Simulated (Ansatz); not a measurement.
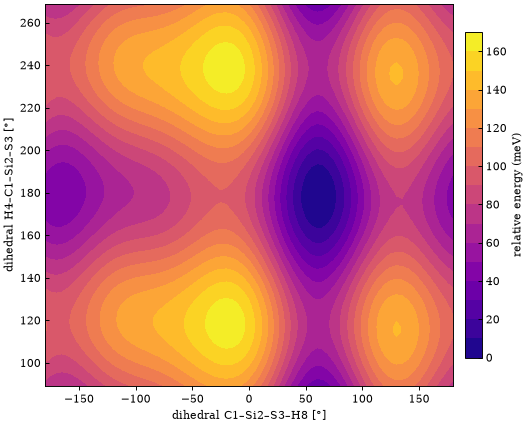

CH₅SSi, SMILES C[SiH]S, spin multiplicity 2. The first coordinate is: dihedral C1–Si2–S3–H8; the second: dihedral H4–C1–Si2–S3. Nothing is relaxed (all other coordinates rigid). Grid: 18 × 17 points. Points are written as (first, second). Energies are in meV, from the lowest grid point. These are results of UHF/def2-TZVP in Ansatz, not measurements.

The picture shows filled contours. Between grid points the surface is interpolated.

The lowest grid point is at (60°, 179.0°). The energy also falls towards the edge at (60°, 269.0°) (33 meV above the lowest) and (60°, 89.0°) (34 meV above the lowest), where a further well may lie outside the range. A higher local minimum lies near (−160°, 179.0°) (42 meV above the lowest at that grid point). The highest grid point, (−20°, 235.2°), lies 166 meV above the lowest. On the interpolated surface the easiest way out of the lowest well to the well at about (−165°, 180°) passes a barrier of about 80 meV. Round the minimum the contours are nearly round: the two directions are equally stiff and uncoupled.

The level of theory is changed to UKS PBE-D4/def2-TZVP in Ansatz 0.2.0; with it change the reference geometry, relaxed at the new level; the new grid has 10 × 9 points, laid about the new relaxed structure.

How does the landscape change?

Answer. The minimum (interpolated where it lies between grid points) moves from about (60°, 178°) to about (55°, 175°). The easiest pass out of the lowest well goes from about 80 to about 115 meV on the interpolated surfaces.

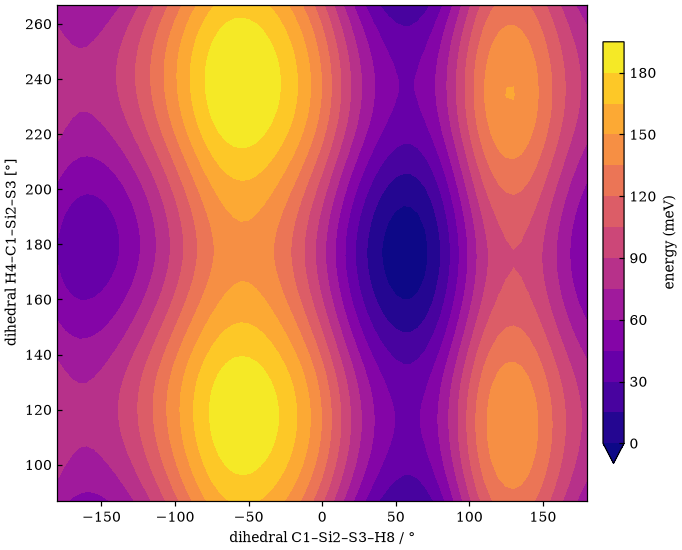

The map after the change, on a colour scale of its own. In the figure: filled contours. Between grid points the surface is interpolated.
